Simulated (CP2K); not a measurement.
**BCNCl2 (BCl2(CN)): AM1**

Aim: the energy change on altering one bond length of BCNCl2 (BCl2(CN)) at AM1, from 2 runs. 

The calculation is run with CP2K 2026.2.

**1. The molecule**

The species is BCNCl2 (5 atoms), meant as a singlet with charge 0. As SMILES, `N#CB(Cl)Cl`. Geometry: relaxed at GFN2-xTB.

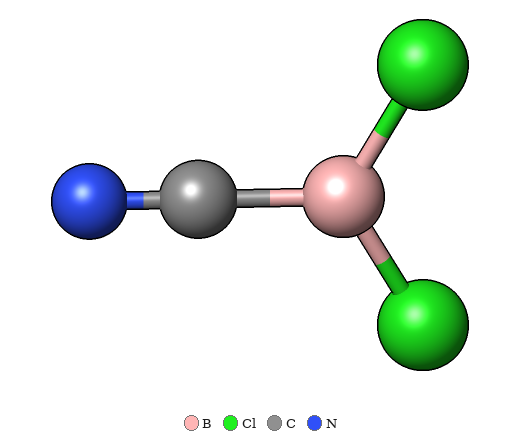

The structure, seen from a chosen angle (boron pink, chlorine green, carbon grey, nitrogen blue).

**2. Energy and gradient at AM1**

molecule.inp reads:

```
&GLOBAL
 PROJECT_NAME molecule
 RUN_TYPE ENERGY_FORCE
 PRINT_LEVEL MEDIUM
&END GLOBAL
&FORCE_EVAL
 METHOD QS
 &DFT
  CHARGE 0
  MULTIPLICITY 1
  # Quickstep
  &QS
   METHOD AM1
   EPS_DEFAULT 1.0E-10
   &SE
    &COULOMB
     CUTOFF [angstrom] 50
     RC_RANGE [angstrom] 0
    &END COULOMB
    &EXCHANGE
     CUTOFF [angstrom] 50
     RC_RANGE [angstrom] 0
    &END EXCHANGE
   &END SE
  &END QS
  &POISSON
   PERIODIC NONE
   POISSON_SOLVER ANALYTIC
  &END POISSON
  # SCF settings
  &SCF
   SCF_GUESS ATOMIC
   EPS_SCF 1.0E-07
   MAX_SCF 50
   &OT ON
    MINIMIZER CG
    PRECONDITIONER FULL_SINGLE_INVERSE
   &END OT
   &OUTER_SCF
    EPS_SCF 1.0E-07
    MAX_SCF 5
   &END OUTER_SCF
  &END SCF
  # extra output
  &PRINT
   &MOMENTS
    PERIODIC F
    REFERENCE COM
    MAX_MOMENT 1
   &END MOMENTS
   &MO_CUBES
    NLUMO 5
    NHOMO -1
    WRITE_CUBE F
   &END MO_CUBES
   &HIRSHFELD OFF
   &END HIRSHFELD
  &END PRINT
 &END DFT
 # structure
 &SUBSYS
  # box in angstrom
  &CELL
   ABC [angstrom] 15 15.8 12.1
   PERIODIC NONE
  &END CELL
  &COORD
   B      0.253340     0.438150     0.006010
   Cl     1.963610     0.419120     0.054330
   Cl    -0.620890     1.910200    -0.020890
   C     -0.511540    -0.887200    -0.013590
   N     -1.084520    -1.880260    -0.025860
  &END COORD
  &TOPOLOGY
   &CENTER_COORDINATES
   &END CENTER_COORDINATES
  &END TOPOLOGY
 &END SUBSYS
 &PRINT
  &FORCES ON
  &END FORCES
 &END PRINT
&END FORCE_EVAL
```

Run with:

```sh
$ OMP_NUM_THREADS=1 cp2k.psmp -i molecule.inp > molecule.out 2>&1
```

Log (excerpt; [...] marks lines left out):

```text
CP2K| version string:                                       CP2K version 2026.2
[...]
 GLOBAL| Method name                                                        CP2K
[...]
 GLOBAL| Run type                                                   ENERGY_FORCE
[...]
                             - Atoms:                                          5
[...]
                             - Spherical basis functions:                     20
[...]
 Number of electrons:                                                         26
[...]
     1 OT CG       0.80E-01    0.0     0.33719188       -38.2680210927 -3.83E+01
[...]
     8 OT CG       0.24E+00    0.0     0.00000010       -42.3856451333 -2.91E-12
  *** SCF run converged in     8 steps ***
  Core-core repulsion energy [eV]:                           1411.77071330518334
  Core Hamiltonian energy [eV]:                             -1860.85214206181968
  Two-electron integral energy [eV]:                        -1408.58126194521196
  Electronic energy [eV]:                                   -2565.14277303442577
  Total energy [eV]:                                        -1153.37205972924266
  Atomic reference energy [eV]:                              1152.04705762080584
  Heat of formation [kcal/mol]:                               -30.55527691985946
[...]
 SE_DIPOLE| Moment [Debye]         -0.77471345      -1.32706685      -0.01889823
 SE_DIPOLE| Derivative [a.u.]       0.00000000       0.00000000       0.00000000
 *** WARNING in qs_scf_post_se.F:140 :: Printing of MO cube files not ***
 *** implemented for Semi-Empirical method.                           ***
 ENERGY| Total FORCE_EVAL ( QS ) energy [hartree]            -42.385645133272398
 FORCES| Atomic forces [hartree/bohr]
 FORCES|   Atom     x               y               z               |f|
 FORCES|      1 -2.97152882E-03 -4.51446577E-03 -1.70332216E-04   5.40734665E-03
 FORCES|      2 -8.75107097E-03 -1.16300464E-03 -2.37808371E-04   8.83121598E-03
 FORCES|      3  3.55555458E-03 -8.41809719E-03  1.20624861E-04   9.13897582E-03
 FORCES|      4  3.05695018E-02  5.29002309E-02  8.60567926E-04   6.11037597E-02
 FORCES|      5 -2.24024566E-02 -3.88046633E-02 -5.73052200E-04   4.48107169E-02
 FORCES| Sum    -7.77156117E-16  7.21644966E-16  1.64798730E-17
 FORCES| Total atomic force                                       1.06066709E-15
[...]
```

Run time: 2.1 s. Hardware: 1 thread of Intel Xeon Platinum 8488C (Sapphire Rapids), shared host; peak memory 0.18 GiB.

**3. The distorted shape at the same level**

qs.inp reads:

```
&force_eval
  method Quickstep
  &dft
    # Quickstep
    &qs
      method AM1
      eps_default 1.0E-10
      &se
        &coulomb
          cutoff [angstrom] 50
          rc_range [angstrom] 0
        &end coulomb
        &exchange
          cutoff [angstrom] 50
          rc_range [angstrom] 0
        &end exchange
      &end se
    &end qs
    # cluster boundary conditions
    &poisson
      periodic NONE
      poisson_solver ANALYTIC
    &end poisson
    # SCF settings
    &scf
      scf_guess ATOMIC
      eps_scf 1.0E-07
      max_scf 50
      &ot
        minimizer CG
        preconditioner FULL_SINGLE_INVERSE
      &end ot
      &outer_scf
        eps_scf 1.0E-07
        max_scf 5
      &end outer_scf
    &end scf
    # extra output
    &print
      &moments
        periodic F
        reference COM
        max_moment 1
      &end moments
      &mo_cubes
        nlumo 5
        nhomo -1
        write_cube F
      &end mo_cubes
      &hirshfeld OFF
      &end hirshfeld
    &end print
  &end dft
  &subsys
    # vacuum box
    &cell
      abc 15 15.7 12.1
      periodic NONE
    &end cell
    &coord
      B      0.196035     0.338832     0.004783
      Cl     1.906305     0.319802     0.053103
      Cl    -0.678195     1.810882    -0.022117
      C     -0.568845    -0.986518    -0.014817
      N     -1.084520    -1.880260    -0.025860
    &end coord
    &topology
      &center_coordinates
      &end center_coordinates
    &end topology
  &end subsys
  &print
    &forces ON
    &end forces
  &end print
&end force_eval

&global
  project qs
  run_type ENERGY_FORCE
  print_level MEDIUM
&end global
```

Run with:

```sh
$ OMP_NUM_THREADS=1 cp2k.psmp -i qs.inp -o qs.out
```

Log (excerpt; [...] marks lines left out):

```text
CP2K| version string:                                       CP2K version 2026.2
[...]
 GLOBAL| Method name                                                        CP2K
[...]
 GLOBAL| Run type                                                   ENERGY_FORCE
[...]
                             - Atoms:                                          5
[...]
                             - Spherical basis functions:                     20
[...]
 Number of electrons:                                                         26
[...]
     1 OT CG       0.80E-01    0.0     0.34010124       -38.0646507481 -3.81E+01
[...]
     8 OT CG       0.29E+00    0.0     0.00000008       -42.3322841328 -1.99E-12
  *** SCF run converged in     8 steps ***
  Core-core repulsion energy [eV]:                           1437.19838953607291
  Core Hamiltonian energy [eV]:                             -1865.27858291024995
  Two-electron integral energy [eV]:                        -1447.67967937833009
  Electronic energy [eV]:                                   -2589.11842259941523
  Total energy [eV]:                                        -1151.92003306334209
  Atomic reference energy [eV]:                              1152.04705762080584
  Heat of formation [kcal/mol]:                                 2.92925611530585
[...]
 SE_DIPOLE| Moment [Debye]         -0.73587124      -1.25958923      -0.01769486
 SE_DIPOLE| Derivative [a.u.]       0.00000000       0.00000000       0.00000000
 *** WARNING in qs_scf_post_se.F:140 :: Printing of MO cube files not ***
 *** implemented for Semi-Empirical method.                           ***
 ENERGY| Total FORCE_EVAL ( QS ) energy [hartree]            -42.332284132833834
 FORCES| Atomic forces [hartree/bohr]
 FORCES|   Atom     x               y               z               |f|
 FORCES|      1  1.44027870E-03  3.12825146E-03 -7.64886626E-05   3.44473663E-03
 FORCES|      2 -8.46374415E-03 -5.30525118E-04 -2.29042332E-04   8.48344755E-03
 FORCES|      3  3.95797703E-03 -7.85222958E-03  1.32694584E-04   8.79435611E-03
 FORCES|      4  2.42887469E-01  4.20875222E-01  5.43352303E-03   4.85962754E-01
 FORCES|      5 -2.39821981E-01 -4.15620719E-01 -5.26068662E-03   4.79877942E-01
 FORCES| Sum     3.60822483E-16  2.22044605E-16  5.20417043E-18
 FORCES| Total atomic force                                       4.23702436E-16
[...]
```

It took 1.8 s on 1 thread of Intel Xeon Platinum 8488C (Sapphire Rapids), shared host; peak memory 0.19 GiB.

**4. Summary of results**

At AM1:

| quantity | value |
| --- | --- |
| first shape: total energy | -42.38565 Eh |
| first shape: dipole moment | 1.54 D |
| first shape: heat of formation at this unrelaxed shape | -30.6 kcal/mol |
| first shape: largest force on an atom | 3.142 eV/Å |
| distorted shape: total energy | -42.33228 Eh |
| distorted shape: dipole moment | 1.46 D |
| distorted shape: heat of formation at this unrelaxed shape | 2.9 kcal/mol |
| distorted shape: largest force on an atom | 24.989 eV/Å |
| energy change with the C4–N5 bond shortened from 1.147 to 1.032 Å | 1.452 eV |

**Reading.** With the C4–N5 bond shortened from 1.147 to 1.032 Å the energy rises by 1.45 eV (33 kcal/mol). The first shape isn't relaxed at this level, so the change isn't measured from a minimum. The largest force (first shape) is 3.14 eV/Å: the shape isn't a stationary point for this species at this level.
